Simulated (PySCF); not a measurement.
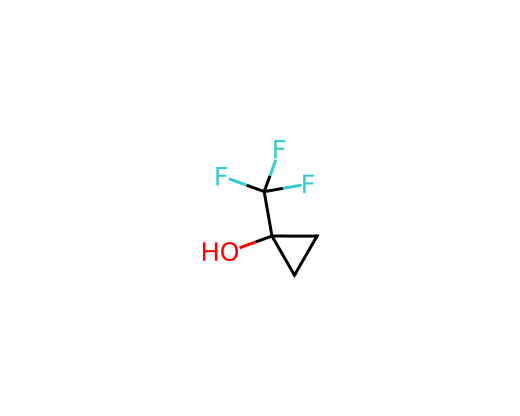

A structural formula.

Write the SMILES.

Answer. OC1(C(F)(F)F)CC1

Give the formula, hydrogens included.

Answer. C4H5F3O.

An optimisation with GFN2-xTB gave a structure of which point group?

Answer. C1.

More results for the same structure follow; atom numbers are the same in all pictures, views and colours differ. The computed structure is the end point of a GFN2-xTB optimisation. No frequency run is at hand to confirm it as a minimum.

### Geometry

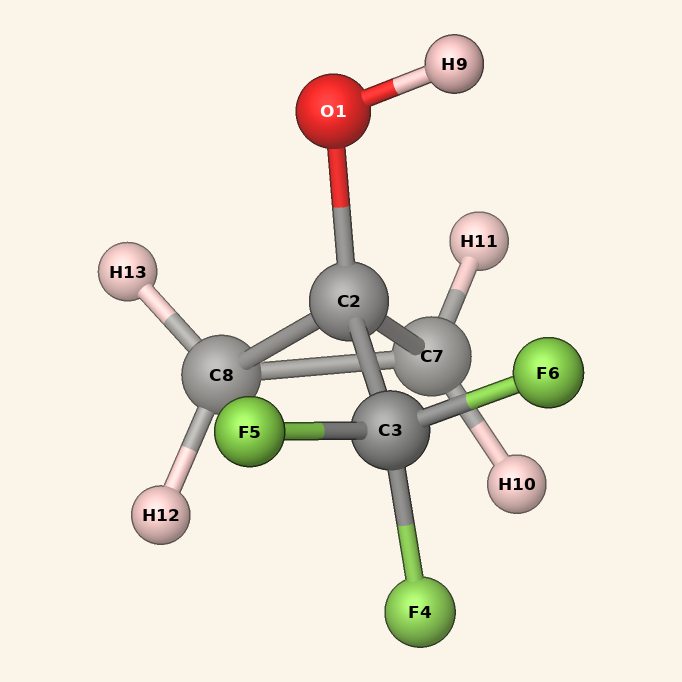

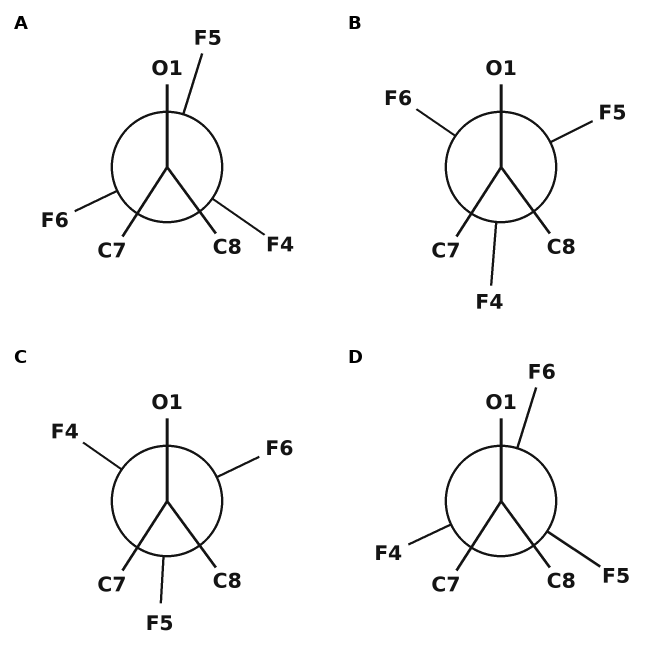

Distant atoms are faded towards the background colour. Bonds that would overlap in a projection are set slightly apart. No frequency run is at hand to confirm it as a minimum.

Which Newman projection shows the view along C2–C3, with C2 in front?

Answer. B. The torsion angle O1–C2–C3–F4 is −175°, antiperiplanar (anti).

### Electronic properties

No frequency run is at hand to confirm it as a minimum. Level of theory: PBE0/def2-SVPD, gas phase (PySCF 2.14.0). Excitations: vertical, linear response.

Estimate the dipole moment.

Answer. 2.29 D.

Give the HOMO–LUMO gap at this level.

Answer. 8.85 eV.

Give the lowest vertical singlet excitation at this level.

Answer. 7.46 eV.

Give the mean static polarisability at this level.

Answer. 52.8 bohr³.

### Bond orders

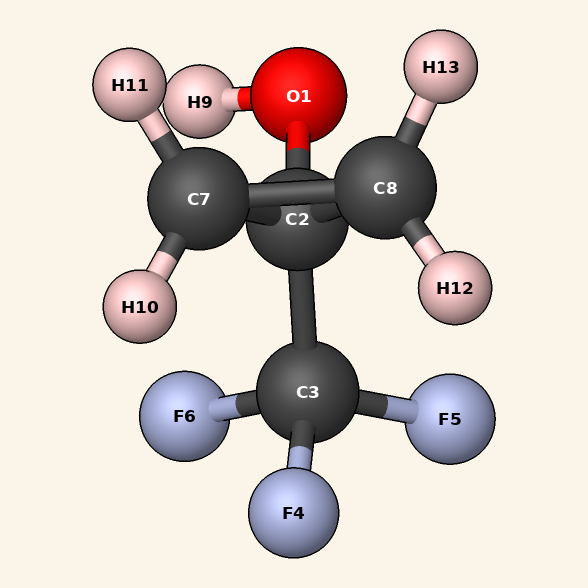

Every bond is drawn as one stick. No frequency run is at hand to confirm it as a minimum. Computed with PBE0/pcSseg-1 (PySCF 2.14.0).

List the Mayer bond orders of O1–C2, O1–H9, C2–C3, C2–C7, C2–C8, C3–F4, C3–F5, C3–F6, C7–C8, C7–H10, C7–H11, C8–H12, C8–H13.

```json
{"bond": "O1–C2", "Mayer order": "1.00", "length (Å)": "1.385"}
{"bond": "O1–H9", "Mayer order": "0.94", "length (Å)": "0.967"}
{"bond": "C2–C3", "Mayer order": "0.93", "length (Å)": "1.517"}
{"bond": "C2–C7", "Mayer order": "0.91", "length (Å)": "1.506"}
{"bond": "C2–C8", "Mayer order": "0.92", "length (Å)": "1.497"}
{"bond": "C3–F4", "Mayer order": "0.99", "length (Å)": "1.340"}
{"bond": "C3–F5", "Mayer order": "1.02", "length (Å)": "1.339"}
{"bond": "C3–F6", "Mayer order": "0.98", "length (Å)": "1.350"}
{"bond": "C7–C8", "Mayer order": "0.96", "length (Å)": "1.501"}
{"bond": "C7–H10", "Mayer order": "0.94", "length (Å)": "1.079"}
{"bond": "C7–H11", "Mayer order": "0.95", "length (Å)": "1.079"}
{"bond": "C8–H12", "Mayer order": "0.95", "length (Å)": "1.079"}
{"bond": "C8–H13", "Mayer order": "0.95", "length (Å)": "1.078"}
```

### Charges

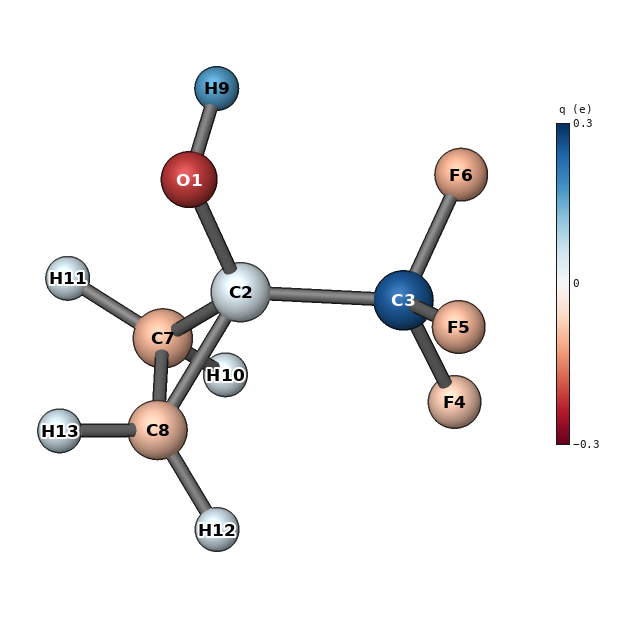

Atoms are coloured by their Hirshfeld charges. No frequency run is at hand to confirm it as a minimum. Method: PBE0/pcSseg-1, gas phase (PySCF 2.14.0).

Give the Hirshfeld charges atom by atom.

```
atom  value (e)
  O1      −0.21
  C2       0.04
  C3       0.25
  F4      −0.08
  F5      −0.10
  F6      −0.10
  C7      −0.10
  C8      −0.09
  H9       0.17
 H10       0.05
 H11       0.06
 H12       0.05
 H13       0.06
```

### NMR shielding

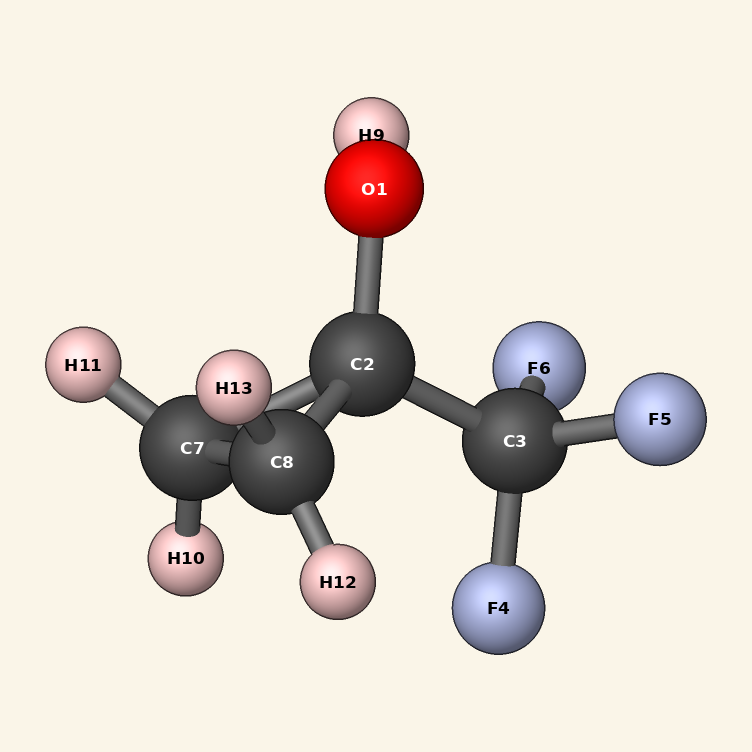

No frequency run is at hand to confirm it as a minimum. Method: GIAO PBE0/pcSseg-1 NMR shielding, non-relativistic, gas phase (PySCF 2.14.0). Principal shieldings σ11 ≤ σ22 ≤ σ33, span Ω = σ33 − σ11, skew κ = 3(σiso − σ22)/Ω.

Give the shielding tensors of the F atoms.

```tsv
atom	σ11	σ22	σ33	σiso	Ω	κ
F4	187.5	266.2	349.3	267.7	161.9	0.03
F5	174.3	264.1	347.0	261.8	172.6	−0.04
F6	171.1	266.8	354.5	264.1	183.4	−0.04
```

Shieldings and span in ppm.
